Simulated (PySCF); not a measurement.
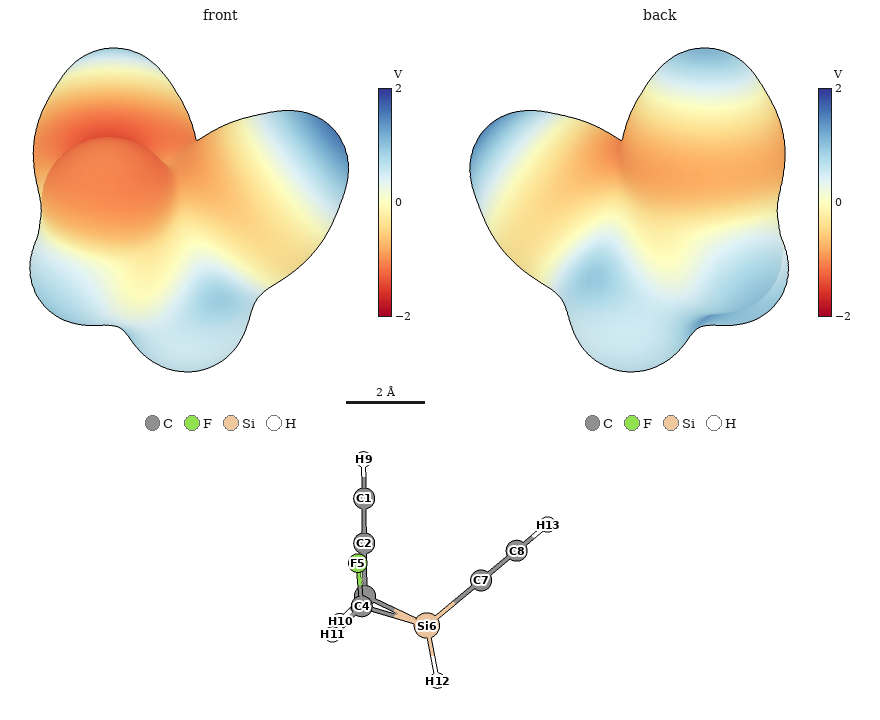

Figure. C6H5FSi. The molecular electrostatic potential painted on the density surface at 0.001 e/bohr³, seen from the front and from behind; red is negative and blue positive. The bare structure is drawn below in the same view.

Geometry: GFN2-xTB.

Method: PySCF 2.14.0, wB97X-D/def2-SVPD, SCF density, gas phase.

| atom | x (Å) | y (Å) | z (Å) |
| --- | --- | --- | --- |
| C | -0.5110 | 2.4984 | -0.6265 |
| C | -0.4509 | 1.6130 | 0.1796 |
| C | -0.3479 | 0.5442 | 1.1105 |
| C | 1.0205 | -0.1539 | 1.2604 |
| F | 2.0382 | 0.3304 | 0.4820 |
| Si | -0.3182 | -1.2723 | 0.5124 |
| C | -0.2353 | -1.5275 | -1.2977 |
| C | -0.1744 | -1.6943 | -2.4876 |
| H | -0.5685 | 3.2862 | -1.3154 |
| H | -0.8298 | 0.7672 | 2.0584 |
| H | 1.3906 | -0.2589 | 2.2774 |
| H | -0.9008 | -2.2980 | 1.3573 |
| H | -0.1168 | -1.8340 | -3.5285 |

Question: Which sites attract a positive test charge, and which a negative one?

Answer: A positive charge is drawn to the negative regions and a negative charge to the positive ones. The most negative region (about −1.4 V, or −32 kcal/mol for a unit charge) lies over C1, C2 and F5, the most positive (about +1.5 V, or +35 kcal/mol for a unit charge) over H13.
